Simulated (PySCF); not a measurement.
**C₃H₆O₂Si: electronic excitations and core binding energies**

Wanted: the electronic excitations and core binding energies of C₃H₆O₂Si (`C1=CO[SiH2]CO1`), by calculation.

The runs use PySCF 2.14.0, with density-fitted response routines of our own; the level of theory stands in each step. All values are computed, except where a source is named. Atoms are numbered from 0 throughout.

## (1) The starting structure

12 atoms, charge 0, multiplicity 1; geometry from: GFN2-xTB.

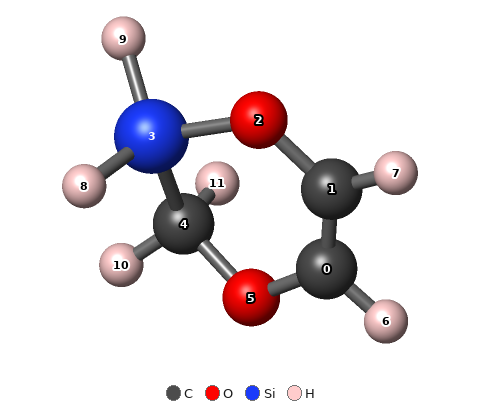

As it starts; carbon dark grey, oxygen red, silicon blue, hydrogen pink, atoms numbered; sticks join atoms by distance.

## (2) TDDFT and polarisability: CAM-B3LYP/def2-SVPD

What the job is given:

```
{"job": {"kind": "uv", "xc": "CAM-B3LYP", "basis": "def2-SVPD", "nstates": 8, "ntriplets": 3}, "charge": 0, "multiplicity": 1}
C      1.345805    -0.760521     0.082228
C      1.493541     0.532137    -0.183838
O      0.470620     1.438738    -0.232947
Si    -1.045851     1.022303     0.196976
C     -1.029375    -0.865825    -0.110365
O      0.198049    -1.435052     0.347720
H      2.205432    -1.410840     0.141208
H      2.459575     0.964456    -0.385565
H     -1.265779     1.269823     1.619651
H     -1.890018     1.748177    -0.736524
H     -1.806024    -1.419015     0.416229
H     -1.134777    -1.085067    -1.180800
```

Method: TDDFT CAM-B3LYP/def2-SVPD, vertical, gas phase, core orbitals frozen in the response.

On the command line:

```sh
> OMP_NUM_THREADS=1 python probes_run.py task.json out
```

This one command runs all jobs of the session in turn.

Log:

```text
coarse grid: 10776 points
cycle   1  E = -557.2706483841  dE =  1.060e+00  |g| = 7.378e-01  |ddm| = 5.188e+00
cycle   2  E = -557.1993994286  dE =  7.125e-02  |g| = 9.910e-01  |ddm| = 1.697e+00
cycle   3  E = -557.3745245231  dE = -1.751e-01  |g| = 5.953e-02  |ddm| = 9.361e-01
cycle   4  E = -557.3752397593  dE = -7.152e-04  |g| = 1.688e-02  |ddm| = 1.120e-01
cycle   5  E = -557.3752965989  dE = -5.684e-05  |g| = 9.954e-03  |ddm| = 4.112e-02
cycle   6  E = -557.3753179937  dE = -2.139e-05  |g| = 2.595e-03  |ddm| = 1.381e-02
cycle   7  E = -557.3753193888  dE = -1.395e-06  |g| = 5.124e-04  |ddm| = 3.572e-03
final grid: 100200 points
cycle   8  E = -557.4724543369  dE = -2.455e-05  |g| = 3.053e-03  |ddm| = 5.990e-02
cycle   9  E = -557.4724539219  dE =  4.150e-07  |g| = 3.603e-03  |ddm| = 8.089e-03
cycle  10  E = -557.4724563323  dE = -2.410e-06  |g| = 4.239e-04  |ddm| = 3.576e-03
cycle  11  E = -557.4724563666  dE = -3.429e-08  |g| = 1.610e-04  |ddm| = 7.169e-04
cycle  12  E = -557.4724563728  dE = -6.221e-09  |g| = 4.509e-05  |ddm| = 2.927e-04
cycle  13  E = -557.4724563733  dE = -4.518e-10  |g| = 1.581e-05  |ddm| = 6.289e-05
converged SCF energy = -557.4724563733

Static polarisability (au): isotropic 64.096, principal 53.099 67.169 72.020

Singlet excitations
state   eV       nm        f      main configurations
  1   5.2616    235.6   0.00509   H->L 0.84, H->L+1 0.10
  2   5.9347    208.9   0.05145   H->L+1 0.79, H->L 0.10
  3   6.4820    191.3   0.03087   H->L+3 0.87
  4   6.7487    183.7   0.02693   H->L+4 0.53, H->L+2 0.32
  5   6.8819    180.2   0.01055   H-1->L 0.50, H->L+5 0.20, H->L+2 0.11
  6   7.0482    175.9   0.04719   H->L+2 0.40, H->L+4 0.26, H-1->L 0.20
  7   7.0950    174.7   0.03034   H->L+5 0.70, H-1->L 0.20
  8   7.4835    165.7   0.00678   H->L+6 0.77, H-1->L+1 0.11

Triplet excitations (Tamm-Dancoff, eV): 4.2456 5.0366 5.9312
```

Run time: 51 s. Hardware: 1 thread of Arm Neoverse N1, shared host; peak memory 0.75 GiB.

Frontier orbitals and where they lie:

| orbital | eV | atoms |
| --- | --- | --- |
| HOMO−3 | -11.75 | Si3 18 %, O2 17 %, H9 15 % |
| HOMO−2 | -10.77 | O2 19 %, Si3 17 %, O5 16 % |
| HOMO−1 | -9.48 | O5 24 %, C4 24 %, O2 16 % |
| HOMO | -7.52 | C1 26 %, C0 24 %, O5 22 % |
| LUMO | 0.90 | Si3 33 %, H9 12 %, O2 12 % |
| LUMO+1 | 1.14 | Si3 32 %, C4 13 %, C0 9 % |
| LUMO+2 | 1.77 | Si3 44 %, H8 13 %, O2 13 % |

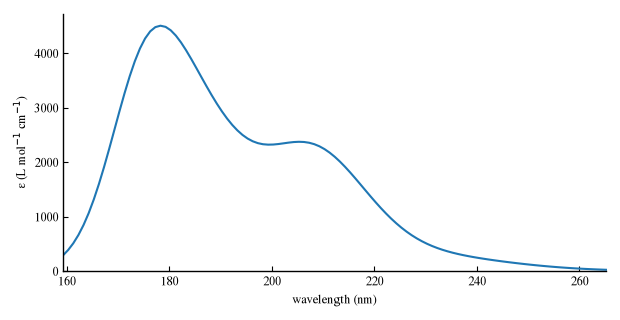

Absorption spectrum: each of the 8 states is a Gaussian band of 0.4 eV half-width at 1/e. Beyond the last state computed it falls off for lack of states.

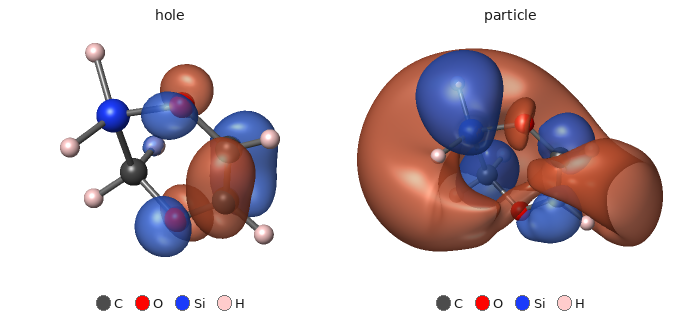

Leading natural transition orbitals of singlet state 2: the electron leaves the hole (left) for the particle orbital (right).

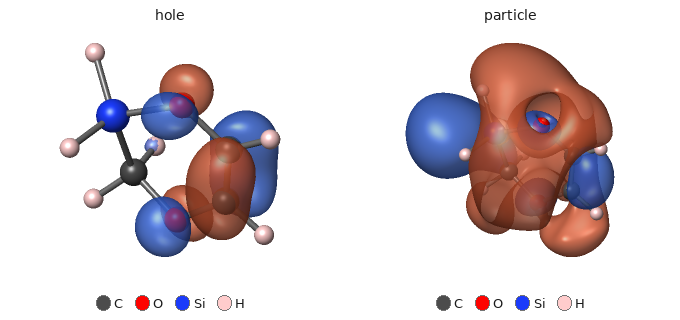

Leading natural transition orbitals of singlet state 1: the electron leaves the hole (left) for the particle orbital (right).

Further results of this job:

| property | computed |
| --- | --- |
| dipole moment (D) | 1.01 |
| polarisability (Å³) | 9.50 |
| HOMO–LUMO gap (eV) | 8.43 |
| −ε(HOMO) (eV) | 7.52 |

The fields below are evaluated on a grid from the run's orbitals.

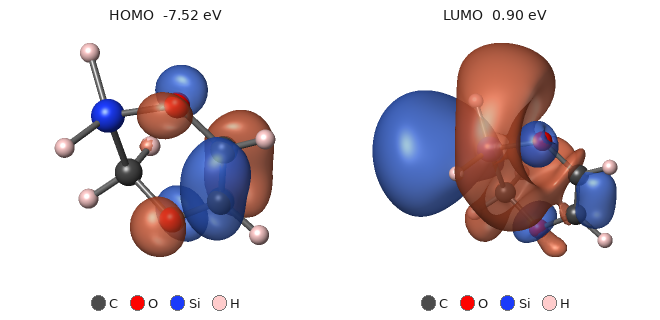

Frontier orbitals at CAM-B3LYP/def2-SVPD; each surface holds 70 % of the orbital's density, blue and red mark the sign.

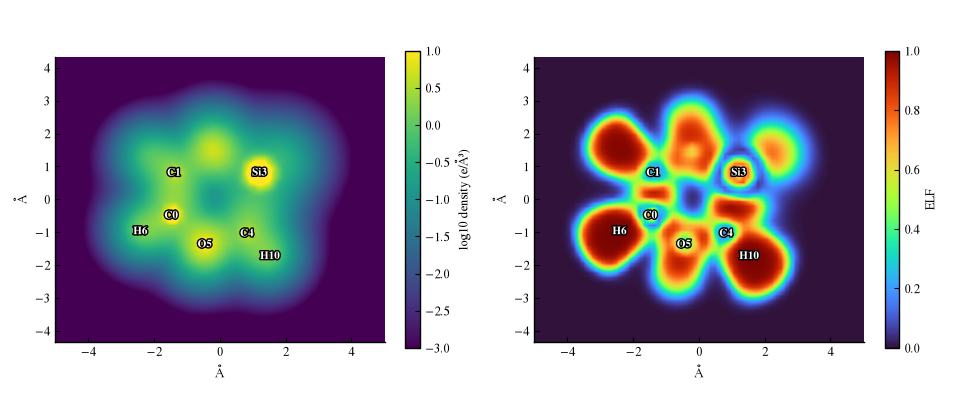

Density (left) and ELF (right) in a plane through or near 7 of the atoms.

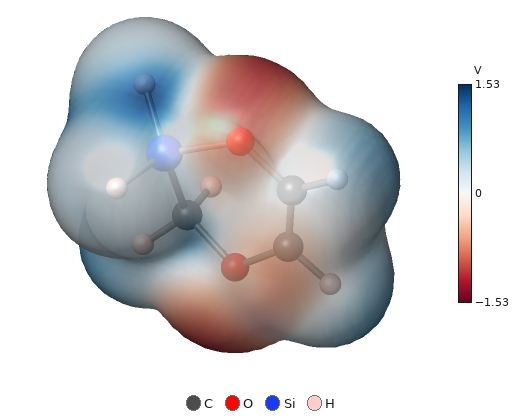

The potential that a unit positive charge feels on the 0.002 e/bohr³ surface, from -1.14 V near O5 to 1.53 V near H9.

## (3) X-ray photoelectron lines: SCAN, X2C

The job, as its differences from that of step 2:

```diff
@@ -1,2 +1,2 @@
-{"job": {"kind": "uv", "xc": "CAM-B3LYP", "basis": "def2-SVPD", "nstates": 8, "ntriplets": 3}, "charge": 0, "multiplicity": 1}
+{"job": {"kind": "xps"}, "charge": 0, "multiplicity": 1}
 C      1.345805    -0.760521     0.082228
```

Method: delta-SCF UKS SCAN, pcX-2 on the ionised atom, pcseg-1 elsewhere, spin-free X2C.

Log:

```text
ground state, core basis on atom 0 (C), 149 functions
  cycle   1  E = -558.29021054  |g| = 6.99e-01
  cycle   2  E = -558.07351750  |g| = 1.26e+00
  cycle   3  E = -558.38131918  |g| = 1.55e-01
  cycle   4  E = -558.38576574  |g| = 5.45e-02
  cycle   5  E = -558.38637818  |g| = 2.84e-02
  cycle   6  E = -558.38654611  |g| = 1.40e-02
  cycle   7  E = -558.38659071  |g| = 1.53e-03
  cycle   8  E = -558.38659065  |g| = 1.01e-03
  cycle   9  E = -558.38659016  |g| = 1.57e-04
  E(ground) = -558.43141878 Eh
hole in C 1s of atom 0
  cycle   1  E = -547.10033735  |g| = 1.51e+00
  cycle   2  E = -545.73090746  |g| = 2.26e+00
  cycle   3  E = -547.51737119  |g| = 6.10e-01
  cycle   4  E = -547.56566397  |g| = 5.16e-01
  cycle   5  E = -547.66797967  |g| = 1.13e-01
  cycle   6  E = -547.67103292  |g| = 7.30e-02
  cycle   7  E = -547.67347149  |g| = 1.84e-02
  cycle   8  E = -547.67363908  |g| = 8.01e-03
  cycle   9  E = -547.67369819  |g| = 3.25e-03
  cycle  10  E = -547.67372522  |g| = 2.10e-03
  cycle  11  E = -547.67372950  |g| = 1.08e-03
  cycle  12  E = -547.67373087  |g| = 4.36e-04
  E(ion) = -547.71767929 Eh   <S^2> = 0.7963   hole on atom = 1.000   binding energy = 291.536 eV
ground state, core basis on atom 1 (C), 149 functions
  cycle   1  E = -558.38636617  |g| = 6.00e-02
  cycle   2  E = -558.38597833  |g| = 4.43e-02
  cycle   3  E = -558.38591979  |g| = 4.72e-02
  cycle   4  E = -558.38647665  |g| = 1.15e-02
  cycle   5  E = -558.38650480  |g| = 1.17e-03
  cycle   6  E = -558.38650385  |g| = 4.99e-04
  E(ground) = -558.43129512 Eh
hole in C 1s of atom 1
  cycle   1  E = -547.09703840  |g| = 1.51e+00
  cycle   2  E = -545.36708327  |g| = 2.42e+00
  cycle   3  E = -547.46590080  |g| = 6.89e-01
  cycle   4  E = -547.52849196  |g| = 5.91e-01
  cycle   5  E = -547.66736769  |g| = 9.84e-02
  cycle   6  E = -547.67090173  |g| = 3.46e-02
  cycle   7  E = -547.67144344  |g| = 1.55e-02
  cycle   8  E = -547.67155939  |g| = 7.43e-03
  cycle   9  E = -547.67159245  |g| = 3.80e-03
  cycle  10  E = -547.67161131  |g| = 1.81e-03
  cycle  11  E = -547.67161649  |g| = 9.89e-04
  cycle  12  E = -547.67161661  |g| = 4.93e-04
  E(ion) = -547.71550366 Eh   <S^2> = 0.7907   hole on atom = 1.000   binding energy = 291.592 eV
ground state, core basis on atom 2 (O), 149 functions
  cycle   1  E = -558.41657214  |g| = 1.04e-01
  cycle   2  E = -558.41431064  |g| = 1.16e-01
  cycle   3  E = -558.41606280  |g| = 6.88e-02
  cycle   4  E = -558.41703333  |g| = 1.93e-02
  cycle   5  E = -558.41711213  |g| = 2.41e-03
  cycle   6  E = -558.41711249  |g| = 5.61e-04
  cycle   7  E = -558.41711272  |g| = 1.59e-04
  E(ground) = -558.45835452 Eh
hole in O 1s of atom 2
  cycle   1  E = -537.80126758  |g| = 2.23e+00
  cycle   2  E = -537.10494162  |g| = 2.32e+00
  cycle   3  E = -538.43259632  |g| = 6.45e-01
  cycle   4  E = -538.44215074  |g| = 6.10e-01
  cycle   5  E = -538.62179897  |g| = 1.38e-01
  cycle   6  E = -538.62754457  |g| = 6.55e-02
  cycle   7  E = -538.62930146  |g| = 1.05e-02
  cycle   8  E = -538.62934639  |g| = 3.67e-03
  cycle   9  E = -538.62935330  |g| = 1.26e-03
  cycle  10  E = -538.62935488  |g| = 5.83e-04
  cycle  11  E = -538.62935568  |g| = 3.52e-04
  E(ion) = -538.67098318 Eh   <S^2> = 0.7622   hole on atom = 1.000   binding energy = 538.442 eV
ground state, core basis on atom 3 (Si), 160 functions
  cycle   1  E = -558.48373992  |g| = 2.99e-01
  cycle   2  E = -558.48027459  |g| = 1.65e-01
  cycle   3  E = -558.47738249  |g| = 1.96e-01
  cycle   4  E = -558.48480639  |g| = 3.80e-02
  cycle   5  E = -558.48515747  |g| = 1.09e-02
  cycle   6  E = -558.48518136  |g| = 1.79e-03
  cycle   7  E = -558.48518354  |g| = 6.11e-04
  cycle   8  E = -558.48518409  |g| = 1.93e-04
  E(ground) = -558.48791671 Eh
hole in Si 1s of atom 3
  cycle   1  E = -489.54080952  |g| = 4.35e+00
  cycle   2  E = -488.50210198  |g| = 2.48e+00
  cycle   3  E = -487.62491543  |g| = 2.05e+00
  cycle   4  E = -490.50079541  |g| = 4.43e-01
  cycle   5  E = -490.51582729  |g| = 4.33e-01
  cycle   6  E = -490.58189338  |g| = 1.49e-01
  cycle   7  E = -490.59241213  |g| = 4.04e-02
  cycle   8  E = -490.59295738  |g| = 2.70e-02
  cycle   9  E = -490.59325917  |g| = 5.32e-03
  cycle  10  E = -490.59326893  |g| = 2.10e-03
  cycle  11  E = -490.59327176  |g| = 5.45e-04
  cycle  12  E = -490.59327159  |g| = 1.23e-04
  E(ion) = -490.60306636 Eh   <S^2> = 0.7522   hole on atom = 1.000   binding energy = 1847.241 eV
hole in Si 2p of atom 3
  cycle   1  E = -554.19867933  |g| = 1.24e+00
  cycle   2  E = -553.03845709  |g| = 1.59e+00
  cycle   3  E = -554.22318324  |g| = 7.23e-01
  cycle   4  E = -554.49380949  |g| = 2.10e-01
  cycle   5  E = -554.49292464  |g| = 2.32e-01
  cycle   6  E = -554.51616028  |g| = 5.03e-02
  cycle   7  E = -554.51746121  |g| = 1.41e-02
  cycle   8  E = -554.51754375  |g| = 5.68e-03
  cycle   9  E = -554.51755932  |g| = 1.22e-03
  cycle  10  E = -554.51755999  |g| = 6.51e-04
  cycle  11  E = -554.51756029  |g| = 2.47e-04
  E(ion) = -554.53089803 Eh   <S^2> = 0.7520   hole on atom = 1.002   binding energy = 107.676 eV
  2p3/2 = 107.419 eV   2p1/2 = 108.044 eV
ground state, core basis on atom 4 (C), 149 functions
  cycle   1  E = -558.38469898  |g| = 6.37e-02
  cycle   2  E = -558.38466692  |g| = 3.49e-02
  cycle   3  E = -558.38478474  |g| = 2.85e-02
  cycle   4  E = -558.38493626  |g| = 7.97e-03
  cycle   5  E = -558.38494975  |g| = 1.78e-03
  cycle   6  E = -558.38495111  |g| = 5.95e-04
  cycle   7  E = -558.38495016  |g| = 2.03e-04
  E(ground) = -558.42917108 Eh
hole in C 1s of atom 4
  cycle   1  E = -547.09341537  |g| = 1.51e+00
  cycle   2  E = -544.70768321  |g| = 2.49e+00
  cycle   3  E = -547.11976600  |g| = 1.09e+00
  cycle   4  E = -547.54885488  |g| = 5.24e-01
  cycle   5  E = -547.63615509  |g| = 2.28e-01
  cycle   6  E = -547.65663709  |g| = 9.91e-02
  cycle   7  E = -547.66147142  |g| = 2.74e-02
  cycle   8  E = -547.66177992  |g| = 1.14e-02
  cycle   9  E = -547.66183423  |g| = 4.92e-03
  cycle  10  E = -547.66184755  |g| = 2.30e-03
  cycle  11  E = -547.66185434  |g| = 8.07e-04
  cycle  12  E = -547.66185457  |g| = 2.22e-04
  E(ion) = -547.70484413 Eh   <S^2> = 0.7747   hole on atom = 1.000   binding energy = 291.824 eV
ground state, core basis on atom 5 (O), 149 functions
  cycle   1  E = -558.41199913  |g| = 9.49e-02
  cycle   2  E = -558.41128083  |g| = 6.57e-02
  cycle   3  E = -558.41081512  |g| = 7.95e-02
  cycle   4  E = -558.41215220  |g| = 1.06e-02
  cycle   5  E = -558.41217739  |g| = 1.51e-03
  cycle   6  E = -558.41217723  |g| = 4.91e-04
  E(ground) = -558.45505302 Eh
hole in O 1s of atom 5
  cycle   1  E = -537.77849152  |g| = 2.23e+00
  cycle   2  E = -536.85610047  |g| = 2.44e+00
  cycle   3  E = -538.38381042  |g| = 6.86e-01
  cycle   4  E = -538.42222949  |g| = 6.05e-01
  cycle   5  E = -538.60263696  |g| = 1.37e-01
  cycle   6  E = -538.60792668  |g| = 6.64e-02
  cycle   7  E = -538.60971443  |g| = 1.33e-02
  cycle   8  E = -538.60978997  |g| = 4.53e-03
  cycle   9  E = -538.60980176  |g| = 1.92e-03
  cycle  10  E = -538.60980498  |g| = 8.49e-04
  cycle  11  E = -538.60980791  |g| = 5.57e-04
  cycle  12  E = -538.60980931  |g| = 3.64e-04
  E(ion) = -538.65356329 Eh   <S^2> = 0.7644   hole on atom = 1.000   binding energy = 538.826 eV
```

Run time: 2.1 min. Hardware: 1 thread of Arm Neoverse N1, shared host; peak memory 0.63 GiB.

The holes in one table. −ε is the ground-state orbital energy:

| hole | stands for | environment | ΔSCF (eV; 2p as the shell's mean) | −ε (eV) | ⟨S²⟩ |
| --- | --- | --- | --- | --- | --- |
| C1s on C0 | C0 | alkene carbon bearing oxygen | 291.54 | 274.8 | 0.796 |
| C1s on C1 | C1 | alkene carbon bearing oxygen | 291.59 | 274.8 | 0.791 |
| O1s on O2 | O2 | oxygen bonded to C, Si, in a 6-membered ring | 538.44 | 517.0 | 0.762 |
| Si1s on Si3 | Si3 | silicon bonded to C, O, 2 H, in a 6-membered ring | 1847.24 | 1793.9 | 0.752 |
| Si2p on Si3 | Si3 | silicon bonded to C, O, 2 H, in a 6-membered ring | 107.63 | 96.7 | 0.752 |
| C1s on C4 | C4 | sp3 CH2 bonded to O and Si | 291.82 | 274.9 | 0.775 |
| O1s on O5 | O5 | ether oxygen | 538.83 | 517.5 | 0.764 |

With the spin-orbit splitting: Si3 2p3/2 107.42, 2p1/2 108.04 eV. The table gives each 2p level as the mean over the whole 2p shell (two parts 2p3/2, one part 2p1/2), which differs a little from the single hole in the log.

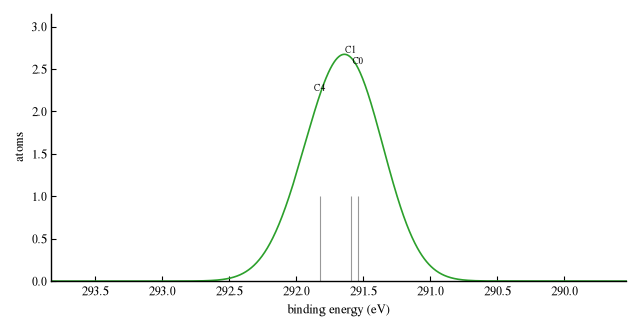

The C1s photoelectron lines, weighted by the number of atoms. Lines are broadened to a width of 0.60 eV (Gaussian).

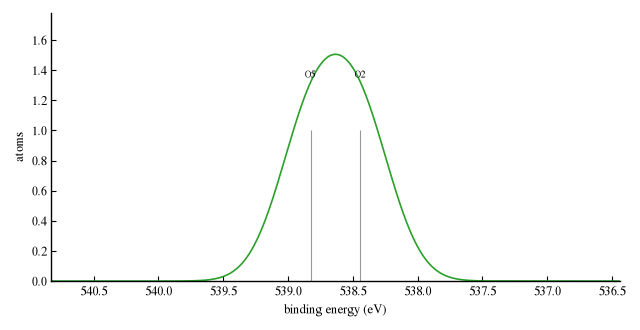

The O1s photoelectron lines, weighted by the number of atoms. Lines are broadened to a width of 0.60 eV (Gaussian).

## (4) Results

| quantity | value |
| --- | --- |
| lowest singlet (CAM-B3LYP/def2-SVPD) | 5.26 eV (236 nm), f = 0.005 |
| brightest single state of those computed | state 2, 5.93 eV, f = 0.051 |
| lowest triplet | 4.25 eV |
| surface potential, least and greatest | -1.14 V and 1.53 V |
| C1s binding energies, SCAN/pcX-2 | C4 291.82, C1 291.59, C0 291.54 eV |
| O1s binding energies, SCAN/pcX-2 | O5 538.83, O2 538.44 eV |
| Si1s binding energies, SCAN/pcX-2 | Si3 1847.24 eV |
| Si2p binding energies, SCAN/pcX-2 | Si3 107.63 eV |

The lowest singlet, at 5.26 eV, is HOMO→LUMO 0.84, HOMO→LUMO+1 0.10 and is weak; of the 8 states computed, the strongest absorption comes from state 2 at 5.93 eV. The lowest triplet lies 1.02 eV below the lowest singlet (triplets in Tamm-Dancoff, singlets in full TDDFT). C4 (sp3 CH2 bonded to O and Si) binds its C1s electron 0.29 eV more tightly than C0 (alkene carbon bearing oxygen). The O1s levels kept as sound span 0.38 eV, from O2 (oxygen bonded to C, Si, in a 6-membered ring) up to O5 (ether oxygen).
